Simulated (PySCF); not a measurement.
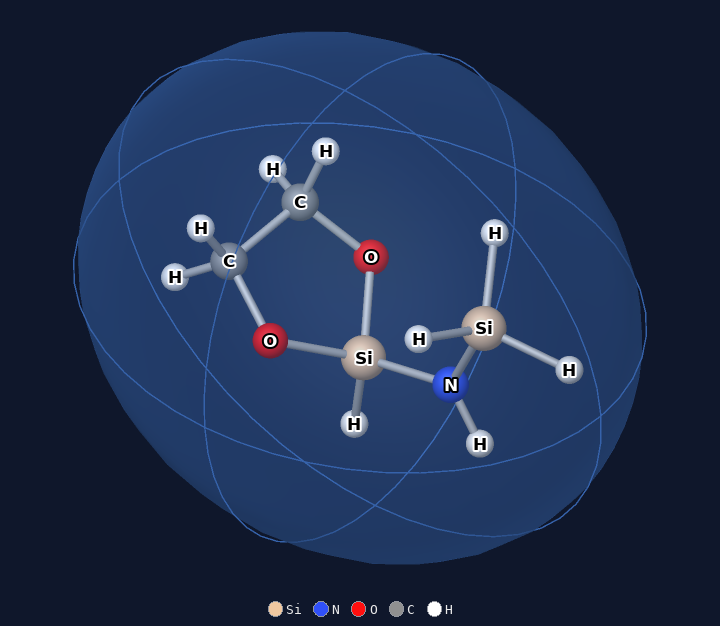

The ellipsoid shows the static dipole polarisability: its half-axes are proportional to the principal values. The geometry was computed by an optimisation with GFN2-xTB. No frequency run is at hand to confirm it as a minimum. Computed with CAM-B3LYP/def2-SVPD (PySCF 2.14.0).

### How large and how anisotropic is the polarisability?

Principal values 73.4, 81.6, 93.3 bohr³; mean 82.8 bohr³ (12.26 Å³); anisotropy 17.4 bohr³, so the longest axis is 1.27 times the shortest.

The geometry is semi-empirical. Around Si such bond lengths and angles can be off by a tenth of an ångström or more and by several degrees, and values that hang on the shape move with them.
